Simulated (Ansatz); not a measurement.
**Frequency calculation of GeH4O**

- system: GeH4O
- method: RKS PBE0-D4/def2-TZVP (Ansatz 0.2.0)

The geometry comes from this level: PBE0-D4/def2-TZVP. Figures and captions count atoms from 1; the log counts them from 0 in places.

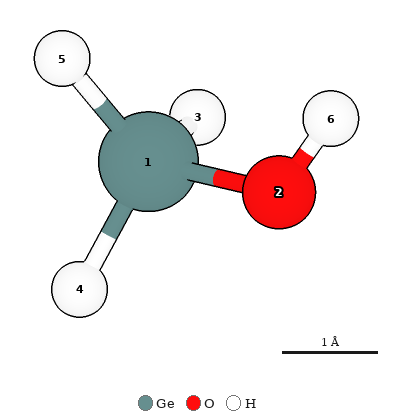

*The structure (ball-and-stick view, seen at a tilt; atoms are numbered from 1 in the order of the input). Sticks mark near contacts.*

Bond lengths as drawn: Ge–H 1.53 to 1.54 Å, Ge–O 1.78 Å and H–O 0.96 Å.

**Summary**

```tsv
quantity	value
outcome	converged
total energy	−58622.2407 eV
mean-field energy	−58622.1858 eV
dispersion energy	−0.0549 eV
largest force (length of the vector)	under 0.001 eV/Å
dipole moment	1.48 D
hardware	4 threads of Arm Neoverse V1, 23 GiB of memory available, shared host
wall time	19 s (CPU time 66 s)
peak memory	0.42 GiB
```

**The input**
```yaml
crystal:
  periodic: [false, false, false]
  atoms:
    - {symbol: Ge, position_ang: [-0.671144, -0.697806, 0.575380]}
    - {symbol: O, position_ang: [0.205424, 0.815794, 0.229815]}
    - {symbol: H, position_ang: [-1.888295, -0.825593, -0.361126]}
    - {symbol: H, position_ang: [0.357539, -1.800018, 0.310032]}
    - {symbol: H, position_ang: [-1.142791, -0.708650, 2.042439]}
    - {symbol: H, position_ang: [-0.338267, 1.595412, 0.359321]}
basis:
  gaussian: {orbitals: def2-TZVP}
hamiltonian: {xc: pbe0, dispersion: d4}
phonons: {temperatures: {t_min: 298.15, t_max: 900, t_step: 200}}
```

Run as:
```bash
ansatz run in.yaml --threads 4 --pin off --events-out ev --progress --plain --max-ram 9574MiB
```

**Log**
```
Functional definition: PBE0
  name "PBE0"
  cite "Adamo & Barone, J. Chem. Phys. 110, 6158 (1999) doi:10.1063/1.478522"
  cite "Perdew, Burke & Ernzerhof, Phys. Rev. Lett. 77, 3865 (1996) doi:10.1103/PhysRevLett.77.3865"
  parent pbe
  parameter a = 0.25
  parameter kappa = 0.804
  parameter beta = 0.06672455060314922
  exchange = (1 - a)*pbe_x(kappa = kappa, mu = beta*pi^2/3) + a*exact_x
  correlation = pbe_c(beta = beta)
728 factors; their error is unknown
mean field evaluation 1: about -58617.4410 eV, gradient 5.4e1 eV
mean field evaluation 2: about -58604.8644 eV, gradient 9.8e1 eV
mean field evaluation 4: about -58621.9035 eV, gradient 2.7e0 eV
mean field evaluation 8: about -58622.1858 eV, gradient 1.6e-2 eV
mean field -58622.18578818 eV, -2154.3255921710 hartree, gradient 3.5e-5 eV, S^2 0.000000; 0 other end points of the search recorded, 0 dependent functions left out
the calculation of the forces begins
reference -58622.18581357 eV, -2154.3255931038 hartree; 22, 22 occupied and 81, 81 virtual orbitals, 728 factors
these checks for a lower state are left out or cut short: stability, starts, cluster_reference, orbital_swaps, neighbouring_geometries, increment
728 factors; their error is unknown
mean field evaluation 16: about -58621.9089 eV, gradient 7.9e-5 eV
mean field -58622.18568635 eV, -2154.3255884287 hartree, gradient 8.8e-7 eV, S^2 0.000000; 0 other end points of the search recorded, 0 dependent functions left out
[... from here on the field's lines of each further geometry are left out, up to the last ...]
the calculation of the forces begins
reference -58622.18580983 eV, -2154.3255929667 hartree; 22, 22 occupied and 81, 81 virtual orbitals, 728 factors
these checks for a lower state are left out or cut short: stability, starts, cluster_reference, orbital_swaps, neighbouring_geometries, increment
728 factors; their error is unknown
mean field -58622.18578453 eV, -2154.3255920368 hartree, gradient 1.9e-6 eV, S^2 0.000000; 0 other end points of the search recorded, 0 dependent functions left out
the calculation of the forces begins
reference -58622.18580991 eV, -2154.3255929696 hartree; 22, 22 occupied and 81, 81 virtual orbitals, 728 factors
Total energy: -58622.24068923 eV, -2154.3276097474 hartree
Atom 0 at    -0.671144    -0.697806     0.575380 Å, force    -0.000052    -0.000116     0.000148 eV/Å
Atom 1 at     0.205424     0.815794     0.229815 Å, force     0.000016    -0.000068    -0.000111 eV/Å
Atom 2 at    -1.888295    -0.825593    -0.361126 Å, force     0.000059    -0.000027    -0.000033 eV/Å
Atom 3 at     0.357539    -1.800018     0.310032 Å, force     0.000008    -0.000001    -0.000073 eV/Å
Atom 4 at    -1.142791    -0.708650     2.042439 Å, force    -0.000015     0.000091    -0.000035 eV/Å
Atom 5 at    -0.338267     1.595412     0.359321 Å, force    -0.000017     0.000121     0.000104 eV/Å
Dipole moment:    -0.294975     0.015265     0.090364 e Å
Vibrations: 173.38 614.02 631.00 706.09 867.92 870.84 887.67 945.60 2139.96 2143.07 2195.81 3902.79 cm⁻¹, zero-point energy 0.996719 eV
```

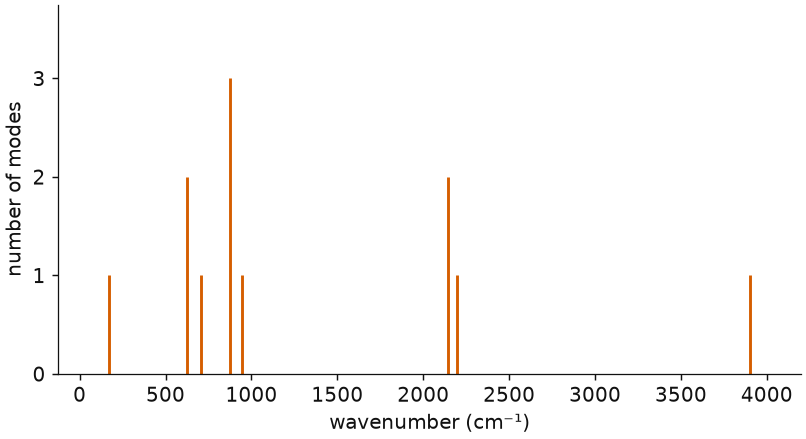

*Harmonic vibrational wavenumbers from the force constants; neighbouring modes closer than 17 cm⁻¹ are counted in one stick.*

12 modes from 173 to 3903 cm⁻¹, none imaginary.
